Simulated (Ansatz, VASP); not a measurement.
# Nb2GeN: VASP beside Ansatz

Aim: how closely do two programs agree when they are given the same cell, functional and k mesh? The cell is invented: As first built, before any earlier steps moved the atoms: it takes the Zr2CN structure with some of its atoms replaced by other elements, volume scaled by an estimate. It may not be a known or stable phase. The cell is a member of a volume series, scaled by 0.94 from a relaxed one, so a pressure remains.

Method: plane waves, with VASP 6.6.1 beside it; single point at PBEsol, in Ansatz 0.2.0.

### Step 1. The starting structure

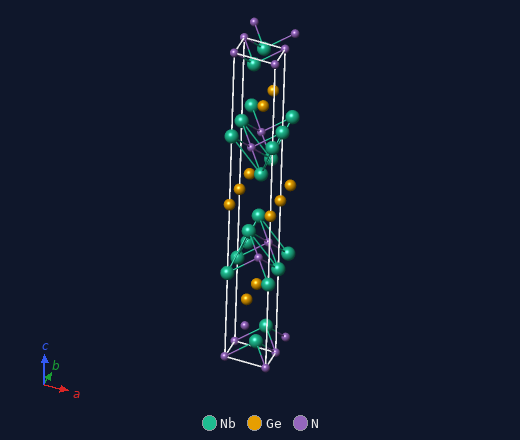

Start, viewed slightly off an axis; niobium teal, germanium orange, nitrogen purple. 1×2×1 cells are drawn. This picture shows the conventional cell, with its axes. Bonds to atoms that aren't drawn are left out. Some periodic images of atoms are drawn too.

### Step 2. Ansatz: single point, PBEsol

Ansatz runs on its default PAW (the set named soft_2) files.

With cell and atoms fixed, the geometry can't cause a difference; cores, projectors, grids and the points listed under the comparison can.

Contents of input.yaml:

```yaml
crystal:
  lattice:
    - [1.5689548992, 0.905836538, 6.1674915842]
    - [-1.5689548992, 0.905836538, 6.1674915842]
    - [0.0, -1.8116730761, 6.1674915842]
  atoms:
    - { symbol: Nb, position: [0.2750047582, 0.2750047582, 0.2750047582] }
    - { symbol: Nb, position: [0.7249952418, 0.7249952418, 0.7249952418] }
    - { symbol: Ge, position: [0.5, 0.5, 0.5] }
    - { symbol: "N", position: [0.0, 0.0, 0.0] }
hamiltonian:
  xc: pbesol
  pseudopotentials: { kind: paw }
kpoints:
  mp_grid: { grid: [8, 8, 8] }
scf:
  occupations: { method: gaussian, width: 0.05 }
  n_extra_bands: 5
output:
  forces: true
  stress: true
  eigenvalues: true
  write_density: true
  write_potential: true
  elf: true
  volumetric_format: npy
```

Run with:

```
> ansatz run input.yaml --threads 2 --pin off --max-ram 4608MiB --backend cpu --events-out ev --progress --plain --runs-dir out
```

Numbers of over 12 decimals in the logs are rounded to 6 here.

Log:

```text
Warning: crystal.lattice misses the space group found at crystal.symmetry.tolerance 1.0e-5 in a digit that the deck types, which is why this is a warning: making the lattice exact moves one of its numbers by a whole unit of that number's last typed decimal, or more. The operation that it misses by the most changes a squared length by the fraction 8.86e-9. The run uses the lattice that is a stretch of the typed one, w [...]
basis.fft_grid_basis auto: the FFT boxes are laid along the combinations [[1, -1, 0], [0, 1, 0], [0, -1, 1]] of the cell's own vectors, 3.138, 6.428 and 3.138 Å long. The dense box has 24×45×24 points. Along the cell's own vectors, as sized, it would have 45×45×45, 3.52 times as many. Of the 12 symmetry operations that the crystal satisfies within crystal.symmetry.tolerance (time reversal apart; of a slab, those that [...]
scf.n_extra_bands = 5 over 23 filled bands (N_el = 45.0): the run solves 28 bands
Engine: ansatz 0.2.0, aarch64-unknown-linux-gnu
Pseudopotentials: kind: paw
Pseudopotential: Nb, paw, valence charge 13, recommended cutoff 420 eV (normal), Nb.paw.azcp
Pseudopotential: Ge, paw, valence charge 14, recommended cutoff 420 eV (normal), Ge.paw.azcp
Pseudopotential: N, paw, valence charge 5, recommended cutoff 420 eV (normal), N.paw.azcp
Functional definition: PBEsol
  exchange = pbesol_x
  correlation = pbesol_c
Crystal: 4 atoms, lattice volume = 52.592 Å³
Basis set: ecut = 420 eV, 1011 PW (Γ), FFT grids on a1−a2, a2, −a2+a3, exchange–correlation on 48×90×48 points (8 copies of the dense FFT grid, shifted against one another)
Bands: 28, of which v1, the nominal top of the filled ones, is band 23 counted from 1 (22 counted from 0)
Symmetry: 12 space group operations
Space group: R-3m (ITA 166), of the structure as read, at distance tolerance 3.7e-5 Å
k-points: 65 of 512
Non-local potential: Nb, projectors of the file, l = 0: 3, l = 1: 2, l = 2: 2, l = 3: 1
Non-local potential: Ge, projectors of the file, l = 0: 2, l = 1: 2, l = 2: 3, l = 3: 1
Non-local potential: N, projectors of the file, l = 0: 2, l = 1: 2, l = 2: 1
PAW form: soft (Blöchl's): semilocal exchange-correlation on the pseudo side does not see the compensation charge
PAW frozen core: Nb, regenerated for the run's functional, and the local potential with it (the file was generated under x = pbe(κ = 0.804, μ = 0.219515), c = pbe(β = 0.066725))
PAW frozen core: Ge, regenerated for the run's functional, and the local potential with it (the file was generated under x = pbe(κ = 0.804, μ = 0.219515), c = pbe(β = 0.066725))
PAW frozen core: N, regenerated for the run's functional, and the local potential with it (the file was generated under x = pbe(κ = 0.804, μ = 0.219515), c = pbe(β = 0.066725))
PAW one-centre angular grid: Nb, 590 points (default); XC on 64 Gauss nodes
PAW one-centre angular grid: Ge, 590 points (default); XC on 64 Gauss nodes
PAW one-centre angular grid: N, 110 points (default); XC on 64 Gauss nodes
Initial density: superposition of atomic densities (neutral atoms: chi_scale 0, normalization atom), corrected by the library's trained network
Initial wavefunctions: pseudopotential atomic-orbital guess
Functional: x = pbesol(κ = 0.804, μ = 0.123457), c = pbesol(β = 0.046)
SCF iter   1: F=—  HF=-13625.625216 eV  |F-HF|=—  |Δ(HF+E_count)|=         —  Δρ=1.10e-2  dr2=1.06e-1  ethr=1.77e-3  ⟨swp⟩=5.7  Hψ=7927  notcnv=0
preconditioner: auto → Kerker (q_TF=auto, 2.658 Å⁻¹)  [metal: Δε(μ)=0.008 eV  Ē_g=20.180 eV  σ=0.050 eV  W_gap=0.09  n_scr=16 (ndim 8)  ℏωp=32.8 eV  f_vac=0.000  D(μ)=2.25/eV (n_scr^D=22)]
SCF iter   2: F=—  HF=-13625.610705 eV  |F-HF|=—  |Δ(HF+E_count)|=   1.45e-2  Δρ=5.40e-3  dr2=3.53e-2  ethr=2.36e-4  ⟨swp⟩=1.9  Hψ=2442  notcnv=0  defer=28
SCF iter   3: F=—  HF=-13625.604276 eV  |F-HF|=—  |Δ(HF+E_count)|=   6.43e-3  Δρ=9.40e-4  dr2=1.62e-3  ethr=7.84e-5  ⟨swp⟩=2.0  Hψ=2337  notcnv=0  defer=28
SCF iter   4: F=—  HF=-13625.603928 eV  |F-HF|=—  |Δ(HF+E_count)|=   3.48e-4  Δρ=4.76e-4  dr2=1.88e-4  ethr=3.60e-6  ⟨swp⟩=2.0  Hψ=2676  notcnv=0  defer=28
SCF iter   5: F=—  HF=-13625.603835 eV  |F-HF|=—  |Δ(HF+E_count)|=   9.30e-5  Δρ=1.95e-4  dr2=2.00e-5  ethr=4.17e-7  ⟨swp⟩=2.0  Hψ=2673  notcnv=0  defer=28
SCF iter   6: F=—  HF=-13625.603835 eV  |F-HF|=—  |Δ(HF+E_count)|=   2.49e-7  Δρ=3.55e-5  dr2=7.17e-7  ethr=4.45e-8  ⟨swp⟩=2.7  Hψ=2980  notcnv=0  defer=30
SCF iter   7: F=-13625.603835 eV  HF=-13625.603835 eV  |F-HF|=1.84e-8  |Δ(HF+E_count)|=   1.40e-7  Δρ=7.01e-6  dr2=3.10e-8  ethr=2.22e-10  ⟨swp⟩=11.7  Hψ=12519  notcnv=0
SCF 1 converged in 7 iterations: F = -13625.603835 eV  dr2 = 3.10e-8
  greatest PAW one-centre occupation: 0.998 electrons in one spin orbital (limit 2), on the Ge atom at site 2 (counted from 0), in its partial waves of l = 2
SCF converged after 7 iterations
Free energy (F): -13625.603835 eV
Harris-Foulkes:  -13625.603835 eV  (|F-HF|=1.84e-8)
Internal energy: -13625.601215 eV  (E = F + TS)
E sigma→0 (E₀):  -13625.602525 eV
Entropy (-TS):   -0.002620 eV (-0.655 meV/atom)
Fermi energy:    18.714792 eV
--- Per-component energies (eV) ---
  E_band       = -117.983441
  E_kinetic    = 1046.756864
  E_local      = -3427.532752  (includes V_loc(G=0)·N_el)
  E_nonlocal   = 708.729128
  E_hartree    = 1338.894727
  E_xc         = -489.559107
  E_vxc        = -573.907855  (∫ρ·V_xc dr)
  E_paw        = -8137.220472  (= ΣΔE_a)
  E_vpaw       = -549.823025  (= ΣTr[D̂ρ^β])
  E_aug_tail   = 0.000347  (compensation charges beyond the density's cutoff)
  E_ewald      = -4666.993403
  E_core_change = 1.323453  (= ΣΔE_core)
  E_smearing   = -0.002620  (= −TS)
  E_closure    = 0.000000  (closes the sum)
  Σ components = -13625.603835   (vs F -13625.603835, Δ=0.00e0)
--- Forces (eV/Å), atoms counted from 1 ---
  atom   1  Nb     0.00000000     0.00000000    -0.71971307
  atom   2  Nb     0.00000000    -0.00000000     0.71971307
  atom   3  Ge    -0.00000000     0.00000000     0.00000000
  atom   4  N     -0.00000000    -0.00000000     0.00000000
  max |Σ_I F_I| component: 1.26e-29 eV/Å
--- Stress (GPa, compression-positive) ---
       16.306094       0.000000      -0.000000
        0.000000      16.306094      -0.000000
       -0.000000      -0.000000      16.739313
  P = ⅓ Tr σ = 16.4505 GPa (164.505 kbar)
--- Band table (eV; the first three rows and the last of 65) ---
  k-point 0: bands = [... 19 lower, 17.1441, 17.1441, 17.6228, 19.1863, 19.1863, 19.7727, 20.6262, 20.6262, ... 1 higher]
  k-point 1: bands = [... 19 lower, 16.4696, 17.3230, 17.6183, 18.5433, 19.0950, 20.1986, 20.9074, 21.1666, ... 1 higher]
  k-point 2: bands = [... 19 lower, 15.5030, 16.9385, 17.7267, 18.1412, 19.6594, 20.1254, 20.5424, 21.6699, ... 1 higher]
  k-point 64: bands = [... 19 lower, 17.1781, 17.1781, 18.1612, 18.7481, 18.7481, 19.6933, 20.4607, 20.4607, ... 1 higher]
```

Run time: 3.2 s. Hardware: 2 threads of Arm Neoverse V2, shared host; peak memory 0.39 GiB; 6.3 s of CPU time.

The run ends at a pressure of 16.45 GPa, with forces up to 0.72 eV/Å.

### Step 3. VASP: single point, PBEsol

The same cell, functional, mesh and smearing now go to VASP, with its own data sets and cutoff.

Lines of VASP's logs that name or quote its potential files are left out, and so is its time.

Contents of INCAR:

```
SYSTEM = Nb2GeN
PREC = Accurate
ENCUT = 520
EDIFF = 1E-06
NELM = 100
ISMEAR = 0
SIGMA = 0.05
LREAL = .FALSE.
ALGO = Normal
GGA = PS
NBANDS = 28
LORBIT = 11
LWAVE = .FALSE.
LCHARG = .FALSE.
KPAR = 2
ISIF = 2
```

Contents of POSCAR:

```
Nb2GeN
1.0
    1.5689548992      0.9058365380      6.1674915842
   -1.5689548992      0.9058365380      6.1674915842
    0.0000000000     -1.8116730761      6.1674915842
Nb Ge N
2 1 1
Direct
    0.2750047582      0.2750047582      0.2750047582
    0.7249952418      0.7249952418      0.7249952418
    0.5000000000      0.5000000000      0.5000000000
    0.0000000000      0.0000000000      0.0000000000
```

Contents of KPOINTS:

```
Automatic mesh
0
Gamma
8 8 8
0 0 0
```

PAW data sets: Nb_sv, Ge_d and N (PBE family, release 64).

Run with:

```
> mpirun -np 2 vasp_std
```

Log:

```text
[banner, memory and clock lines left out]
running    2 mpi-ranks, on    1 nodes
 distrk:  each k-point on    1 cores,    2 groups
 distr:  one band on    1 cores,    1 groups

 POSCAR found type information on POSCAR NbGeN
 POSCAR found :  3 types and       4 ions
|                                                                             |
|               ----> ADVICE to this user running VASP <----                  |
|                                                                             |
|     You enforced a specific xc type in the INCAR file but a different       |
|     [... a line on the potential file left out ...]
|     I HOPE YOU KNOW WHAT YOU ARE DOING!                                     |
|                                                                             |

 LDA part: xc-table for (Slater+PW92), standard interpolation
 POSCAR, INCAR and KPOINTS ok, starting setup
 FFT: planning ... GRIDC
 FFT: planning ... GRID_SOFT
 FFT: planning ... GRID
 WAVECAR not read
 entering main loop
       N       E                     dE             d eps       ncg     rms          rms(c)
DAV:   1     0.545242201947E+03    0.54524E+03   -0.23411E+04  4528   0.331E+03
DAV:   2     0.404741612175E+02   -0.50477E+03   -0.49105E+03  3820   0.881E+02
DAV:   3    -0.353785764416E+02   -0.75853E+02   -0.73456E+02  5480   0.228E+02
DAV:   4    -0.416692576612E+02   -0.62907E+01   -0.61884E+01  6344   0.590E+01
DAV:   5    -0.419136734584E+02   -0.24442E+00   -0.24063E+00  5716   0.102E+01    0.163E+01
DAV:   6    -0.383071262152E+02    0.36065E+01   -0.21609E+01  5216   0.276E+01    0.593E+00
DAV:   7    -0.382093750073E+02    0.97751E-01   -0.21168E+00  5876   0.963E+00    0.342E+00
DAV:   8    -0.381962214085E+02    0.13154E-01   -0.32616E-01  5144   0.382E+00    0.125E+00
DAV:   9    -0.381940829782E+02    0.21384E-02   -0.48737E-02  6412   0.162E+00    0.427E-01
DAV:  10    -0.381944715852E+02   -0.38861E-03   -0.54115E-03  5096   0.684E-01    0.101E-01
DAV:  11    -0.381945219184E+02   -0.50333E-04   -0.78870E-04  5244   0.228E-01    0.318E-02
DAV:  12    -0.381945070339E+02    0.14885E-04   -0.74528E-05  5224   0.931E-02    0.172E-02
DAV:  13    -0.381945086929E+02   -0.16590E-05   -0.62283E-06  4872   0.209E-02    0.531E-03
DAV:  14    -0.381945086620E+02    0.30873E-07   -0.72533E-07  2752   0.866E-03
   1 F= -.38194509E+02 E0= -.38193200E+02  d E =-.261788E-02
```

OUTCAR, selected parts (step 3):

```text
ion  position               nearest neighbor table
   1  0.275  0.275  0.275-   4 2.11   4 2.11   4 2.11   3 2.70   3 2.70   3 2.70   2 2.82   2 2.82
                             2 2.82
   2  0.725  0.725  0.725-   4 2.11   4 2.11   4 2.11   3 2.70   3 2.70   3 2.70   1 2.82   1 2.82
                             1 2.82
   3  0.500  0.500  0.500-   1 2.70   1 2.70   2 2.70   2 2.70   1 2.70   2 2.70
   4  0.000  0.000  0.000-   2 2.11   2 2.11   1 2.11   1 2.11   2 2.11   1 2.11

  LATTYP: Found a trigonal (rhomboedric) cell.
 ALAT       =     6.4280721644
 COS(alpha) =     0.8808512664

 Subroutine GETGRP returns: Found 12 space group operations
 (whereof 12 operations were pure point group operations)

The static configuration has the point symmetry D_3d.

 Found     65 irreducible k-points:

   k-points           NKPTS =     65   k-points in BZ     NKDIM =     65   number of bands    NBANDS=     28

   dimension x,y,z NGX =    48 NGY =   48 NGZ =   48
   dimension x,y,z NGXF=    96 NGYF=   96 NGZF=   96

   ENCUT  =  520.0 eV  38.22 Ry    6.18 a.u.  11.95 11.95 11.95*2*pi/ulx,y,z

   NELECT =      45.0000    total number of electrons

 k-points in reciprocal lattice and weights: Automatic mesh
   0.00000000  0.00000000  0.00000000       0.002
   0.12500000  0.00000000  0.00000000       0.012
   0.25000000  0.00000000  0.00000000       0.012
   0.37500000  0.00000000  0.00000000       0.012
   0.50000000  0.00000000  0.00000000       0.006
   0.12500000  0.12500000  0.00000000       0.012
   0.25000000  0.12500000  0.00000000       0.023
   0.37500000  0.12500000  0.00000000       0.023
   0.50000000  0.12500000  0.00000000       0.023
[...]
-0.37500000  0.50000000  0.37500000       0.012
   0.50000000  0.50000000  0.50000000       0.002

 average (electrostatic) potential at core
       1 -76.6022       2 -76.6022       3 -66.5020       4 -58.4809

 E-fermi :  12.2660

 k-point     1 :       0.0000    0.0000    0.0000
  band No.  band energies     occupation
    ...
     18       5.2193      2.00000
     19       9.5123      2.00000
     20      10.6945      2.00000
     21      10.6945      2.00000
     22      11.1751      2.00000
     23      12.7363      0.00000
     24      12.7363      0.00000
     25      13.3273      0.00000
     26      14.1815      0.00000
     27      14.1815      0.00000
    ...

 k-point     2 :       0.1250    0.0000    0.0000
  band No.  band energies     occupation
    ...
     19       9.1658      2.00000
     20      10.0197      2.00000
     21      10.8740      2.00000
     22      11.1703      2.00000
     23      12.0944      2.00000
     24      12.6454      0.00000
     25      13.7533      0.00000
     26      14.4623      0.00000
     27      14.7189      0.00000
     28      15.3159      0.00000

 k-point     3 :       0.2500    0.0000    0.0000
  band No.  band energies     occupation
    ...
     19       8.7028      2.00000
     20       9.0528      2.00000
     21      10.4881      2.00000
     22      11.2786      2.00000
     23      11.6921      2.00000
     24      13.2099      0.00000
     25      13.6808      0.00000
     26      14.0960      0.00000
     27      15.2221      0.00000
     28      16.6930      0.00000

  Total        5.2351283      5.2351284      5.3928025     -0.0000000     -0.0000000     -0.0000000
  in kB      159.4842510    159.4842526    164.2876756     -0.0000000     -0.0000000     -0.0000000
  external PRESSURE =     161.0853931 kB  Pullay stress =       0.0000000 kB

  energy-cutoff  :      520.00
  volume of cell :       52.59
      direct lattice vectors                 reciprocal lattice vectors
     1.568954899  0.905836538  6.167491584     0.318683475  0.183991989  0.054046824
    -1.568954899  0.905836538  6.167491584    -0.318683475  0.183991989  0.054046824
     0.000000000 -1.811673076  6.167491584     0.000000000 -0.367983979  0.054046824

 POSITION                                       TOTAL-FORCE (eV/Angst)
 -----------------------------------------------------------------------------------
      0.00000     -0.00000      5.08827        -0.000000      0.000000     -0.705383
      0.00000     -0.00000     13.41421        -0.000000     -0.000000      0.705383
      0.00000     -0.00000      9.25124         0.000000     -0.000000     -0.000000
      0.00000      0.00000      0.00000        -0.000000      0.000000     -0.000000
 -----------------------------------------------------------------------------------
    total drift:                                0.000000      0.000000     -0.000000

  FREE ENERGIE OF THE ION-ELECTRON SYSTEM (eV)
  ---------------------------------------------------
  free  energy   TOTEN  =       -38.1945086620 eV

  energy  without entropy=      -38.1918907853  energy(sigma->0) =      -38.19319972

 total charge
# of ion       s       p       d       tot
------------------------------------------
    1        2.164   6.054   2.625  10.843
    2        2.164   6.054   2.625  10.843
    3        1.147   1.317  10.040  12.504
    4        1.253   2.525   0.000   3.778
--------------------------------------------------
tot          6.728  15.950  15.289  37.967

[... 3 further parts left out ...]
```

The run ends at a pressure of 16.11 GPa, with forces up to 0.71 eV/Å.

### Step 4. Comparison

Known differences besides the PAW data sets themselves: the cutoff is 420 eV in Ansatz and 520 eV in VASP; Ansatz makes its cores anew for this functional, VASP keeps those of its PBE data sets; VASP leaves aspherical gradient terms in its spheres out (LASPH is not set), Ansatz keeps them. Total energies have different zeros and are not compared.

The two programs side by side:

| quantity | Ansatz | VASP | difference |
| --- | --- | --- | --- |
| pressure (GPa) | 16.45 | 16.11 | +0.34 |

Forces (eV/Å; atoms numbered as in POSCAR):

| atom | Ansatz x, y, z | VASP x, y, z |
| --- | --- | --- |
| Nb1 | 0.000, 0.000, -0.720 | 0.000, 0.000, -0.705 |
| Nb2 | 0.000, 0.000, 0.720 | 0.000, 0.000, 0.705 |
| Ge3 | 0.000, 0.000, 0.000 | 0.000, 0.000, 0.000 |
| N4 | 0.000, 0.000, 0.000 | 0.000, 0.000, 0.000 |

The forces differ by 5.9 meV/Å r.m.s., which is 2.0 % of the r.m.s. force of 0.29 eV/Å (both taken over all components). Ansatz's pressure holds a Pulay correction of 0.20 GPa; VASP's holds none.

### Step 5. VASP: single point, PBEsol

With cell and atoms fixed, the geometry can't cause a difference; cores, projectors, grids and the points listed under the comparison can. The cell compared in this pair holds 53.71 Å³, against 52.59 Å³ for the pair before.

INCAR is that of step 3.

Contents of POSCAR:

```
Nb2GeN
1.0
    1.5800042414      0.9122158788      6.2109260545
   -1.5800042414      0.9122158788      6.2109260545
    0.0000000000     -1.8244317575      6.2109260545
Nb Ge N
2 1 1
Direct
    0.2750047582      0.2750047582      0.2750047582
    0.7249952418      0.7249952418      0.7249952418
    0.5000000000      0.5000000000      0.5000000000
    0.0000000000      0.0000000000      0.0000000000
```

KPOINTS is that of step 3.

Run with:

```
> mpirun -np 2 vasp_std
```

Log:

```text
[banner, memory and clock lines left out]
running    2 mpi-ranks, on    1 nodes
[...]
[... a notice as in an earlier step ...]

 LDA part: xc-table for (Slater+PW92), standard interpolation
 POSCAR, INCAR and KPOINTS ok, starting setup
[...]
entering main loop
       N       E                     dE             d eps       ncg     rms          rms(c)
DAV:   1     0.540687880635E+03    0.54069E+03   -0.23505E+04  4584   0.327E+03
DAV:   2     0.395073640070E+02   -0.50118E+03   -0.48776E+03  3792   0.868E+02
DAV:   3    -0.354633353562E+02   -0.74971E+02   -0.72493E+02  5484   0.226E+02
DAV:   4    -0.417362672484E+02   -0.62729E+01   -0.61562E+01  6196   0.582E+01
[...]
DAV:  12    -0.382868651781E+02    0.14562E-04   -0.49425E-05  5420   0.698E-02    0.155E-02
DAV:  13    -0.382868671599E+02   -0.19818E-05   -0.57196E-06  4844   0.207E-02    0.479E-03
DAV:  14    -0.382868666977E+02    0.46226E-06   -0.93384E-07  2700   0.872E-03
   1 F= -.38286867E+02 E0= -.38285522E+02  d E =-.268917E-02
```

From OUTCAR (step 5):

```text
  Total        3.3680095      3.3680096      3.4688263      0.0000000      0.0000000      0.0000000
  in kB      100.4662993    100.4663003    103.4736195      0.0000000      0.0000000      0.0000000
  external PRESSURE =     101.4687397 kB  Pullay stress =       0.0000000 kB

 POSITION                                       TOTAL-FORCE (eV/Angst)
 -----------------------------------------------------------------------------------
      0.00000      0.00000      5.12410        -0.000000     -0.000000     -0.451346
      0.00000      0.00000     13.50868        -0.000000      0.000000      0.451346
      0.00000      0.00000      9.31639         0.000000     -0.000000      0.000000
      0.00000      0.00000      0.00000        -0.000000     -0.000000      0.000000
 -----------------------------------------------------------------------------------
    total drift:                                0.000000      0.000000     -0.000000

  FREE ENERGIE OF THE ION-ELECTRON SYSTEM (eV)
  ---------------------------------------------------
  free  energy   TOTEN  =       -38.2868666977 eV

  energy  without entropy=      -38.2841775277  energy(sigma->0) =      -38.28552211

[... 1 part as in an earlier step ...]

[... 2 further parts left out ...]
[key lines of the parts left out:]
E-fermi :  11.9567
```

The run ends at a pressure of 10.15 GPa, with forces up to 0.45 eV/Å.

[end of part 1 of 2]

[Lines on the potential files, build, host, timing and source positions are cut from VASP's logs without a mark.]

[Logs are printed without paths, hosts, clocks, repeated set-up lines and the standing remarks that a program may print on its own settings, such as how far it seeks lower states.]

[Hosts, paths, dates, database ids (printed as entryN), source tags and the programs' standing remarks are cut or masked in the printed files.]
